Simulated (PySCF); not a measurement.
**BO (doublet): density, localisation and related maps**

```xyz
2

B     0.0000    0.0000   -0.7126
O     0.0000    0.0000    0.4904
```

Computed with PBE0/cc-pVTZ(-PP), non-relativistic Hamiltonian with scalar-relativistic core potentials where named, at a bond length of 1.203 Å in PySCF 2.14.0.

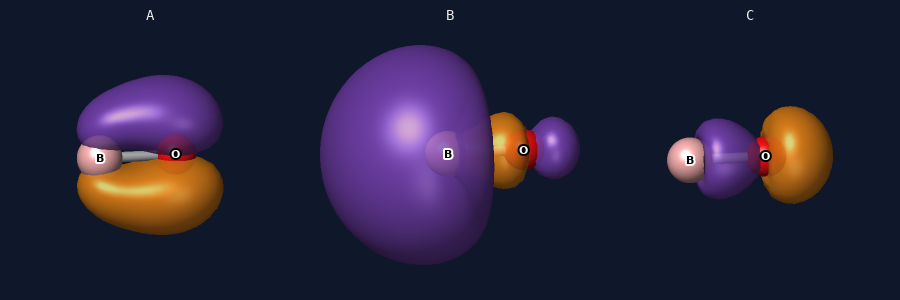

Figure 1. Three frontier β-spin orbitals, each drawn at the value that holds 80 % of its norm (orange and purple are the two phases), in no order; of a degenerate pair one member is drawn.

**Name the orbitals and rank them from lowest to highest energy.**

Orbital C: σ, occupied in this spin, −12.29 eV; mainly on O (80 %).
Orbital A: π, occupied in this spin, −10.64 eV; mainly on O (75 %).
Orbital B: σ, empty in this spin, −4.33 eV; mainly on B (90 %).

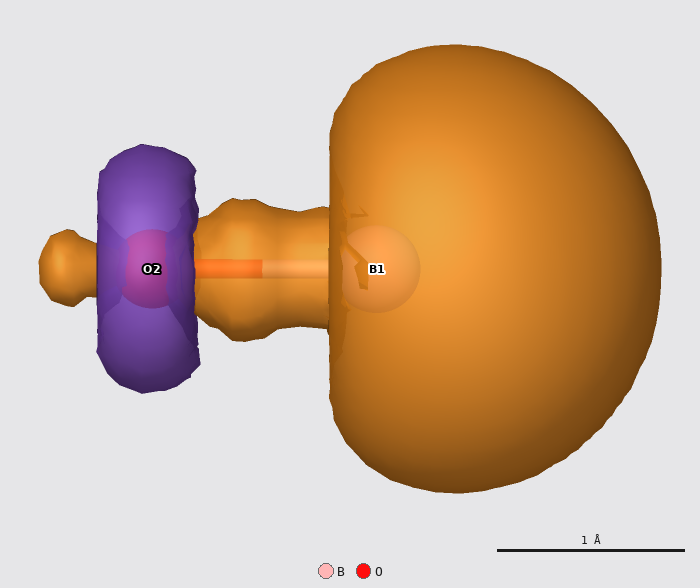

Figure 2. Isosurfaces of the spin density (α minus β) at +0.04 (orange) and −0.04 e/Å³ (purple), seen from one side.

**Describe the spin distribution.**

The unpaired spin (1 electron) lies mostly on B1 (about 1.0), in electrons by Hirshfeld's partition.

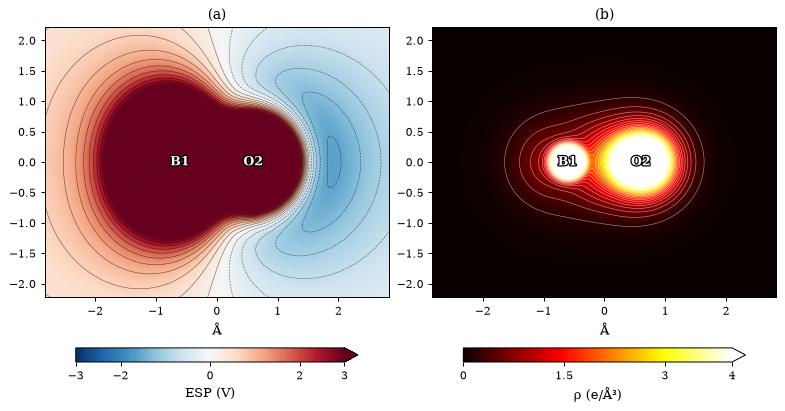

Figure 3. (a) electrostatic potential; (b) electron density on a plane that holds the molecular axis.

**Interpret the plot.**

The plane passes through B and O nuclei. B–O (1.20 Å): ρ is about 3 e/Å³ halfway. Outside the dense part of the molecule the potential is most negative (−1.6 V) near O2.
